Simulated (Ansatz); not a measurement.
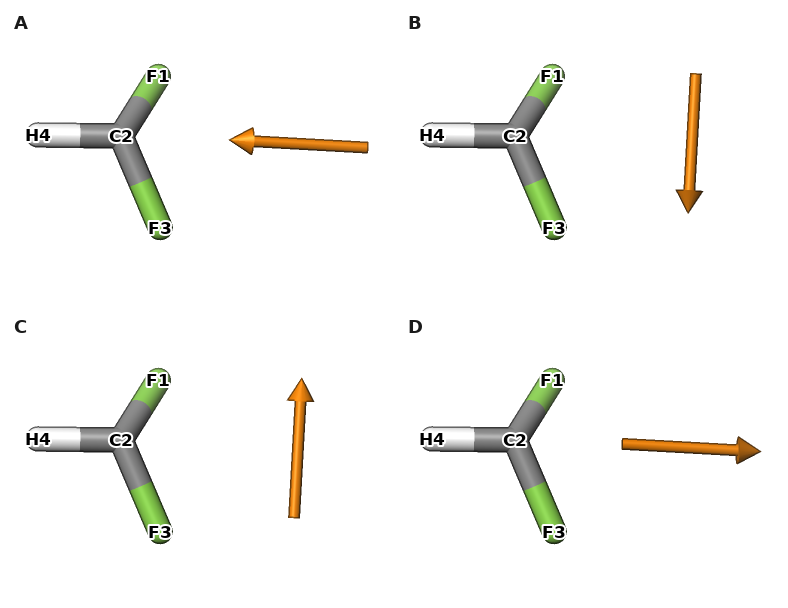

The same molecule four times, each with an arrow. State: neutral, doublet. The geometry was computed by an optimisation with PBE-D4/def2-SVP. No frequency run is at hand to confirm it as a minimum. Method: UKS PBE-D4/def2-SVP (Ansatz 0.2.0).

**Which arrow points along the dipole moment, from the negative to the positive end?**

A. The dipole moment is 1.15 D; it points from the side of F1, F3 to the side of H4 (the outermost atoms at the two ends).
